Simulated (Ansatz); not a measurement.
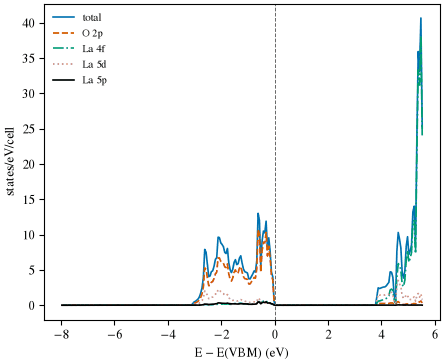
*Total and projected density of states of La$_{2}$O$_{3}$ (La2O3 or Ni2Al3 type, space group No. 164), the program Ansatz at the PBEsol level (PAW)*

### Question
Which orbitals carry the states next to the gap?

### Answer
Top 1 eV of the valence band: O 2p 85 %, La 5d 6 %. Bottom 1 eV of the conduction band: La 4f 47 %, La 5d 42 %, O 2p 7 %. Projections are on Löwdin-orthogonalised atomic valence shells; empty p or d shells of many metals are not among them.

### Question
Where is the tallest occupied peak in this window, and what makes it?

### Answer
Near -0.6 eV, about 13 states/eV per cell; the largest projected share is O 2p.

Space group P-3m1 (La2O3 or Ni2Al3 type). Symmetry was held in the PBEsol relaxation. Scalar-relativistic: spin–orbit coupling is off unless named, which matters more the heavier the elements.

Potentials: the later of the program's two PAW sets.
